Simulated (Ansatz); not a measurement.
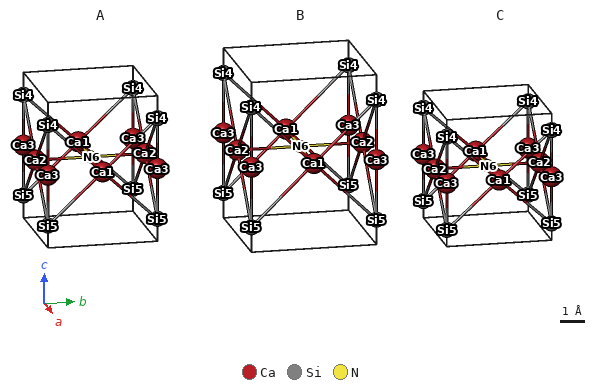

3 geometries from one relaxation of a crystal of Ca$_{3}$Si$_{2}$N (a generated structure, set up in P4/mmm) (coarse preliminary run), in shuffled order. The picture is a ball-and-stick view of the cell of the calculation, seen slightly off an axis.

Method: Ansatz 0.2.0, DFT PBE, scalar-relativistic, plane waves, PAW. Settings: plane-wave cutoff 420 eV; k-point mesh 4 × 4 × 4; occupations gaussian; smearing width 0.1 eV; no spin polarisation; cell and atoms relaxed; force threshold 0.04 eV/Å; at most 70 steps.

### Order the frames from highest to lowest energy.

C, A, B. They are steps 0, 3, 13, at +17.919 eV per cell of the calculation, +3.647 eV per cell of the calculation relative to the last. Over 11 accepted moves (13 points after the start) the energy falls by 17.919 eV per cell of the calculation. The largest force component goes from 40 to 0.0044 eV/Å. The pressure goes from 65.06 to 0.08 GPa. At 2 points the geometry stayed and the basis and grid were re-selected for the new cell (energy shift of 0.538 eV per cell of the calculation at most each time). The largest moves relative to the cell, 0.11 Å, are those of Si4 and Si5. Si5 goes along +c. N and Ca stay in place. Cell: a = b 4.494 → 5.368 Å (+19.5 %), c 5.525 → 7.398 Å (+33.9 %). Volume +91.1 %. Near-neighbour distances that change, for instance: Ca3–Si4 3.491 → 4.784 Å, Ca1–Si4 3.030 → 3.747 Å, Si4–Si5 1.458 → 2.170 Å, Ca1–Ca2 3.178 → 3.796 Å. The space group stays P4/mmm (No. 123). The run took 2.8 min on 1 thread of Intel(R) Xeon(R) Processor @ 2.50GHz (Skylake/Cascade Lake) (shared host), peak memory 0.47 GiB.
